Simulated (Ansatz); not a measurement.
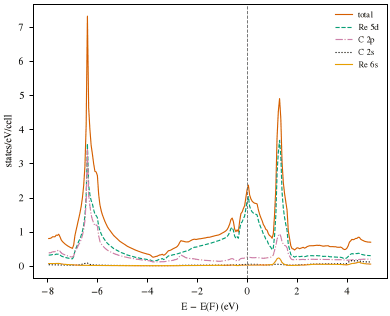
Fig. 1. Total and projected density of states of ReC (rock salt, Fm-3m), plane-wave PAW PBE (Ansatz code)

Problem. Which orbitals carry the states next to the Fermi level?

Solution. Within 0.5 eV of the Fermi level: Re 5d 83 %, C 2p 13 %. Projections are on Löwdin-orthogonalised atomic valence shells; empty p or d shells of many metals are not among them.

Problem. Where is the tallest occupied peak in this window, and what makes it?

Solution. Near -6.4 eV, about 7.3 states/eV per cell; the largest projected share is Re 5d.

The start of the workflow was typed in or built on a structure type; neither database checked (COD, Materials Project) lists it. Whether it is the stable phase at ambient conditions was not checked. Symmetry was held in the PBE relaxation; whether a distortion lowers the energy is not shown. The run is not spin-polarised. Its formation energy is positive at this level, so the cell may be metastable or incomplete. Scalar-relativistic: spin–orbit coupling is off unless named, which matters more the heavier the elements.

Potentials: the earlier of the program's two PAW sets.
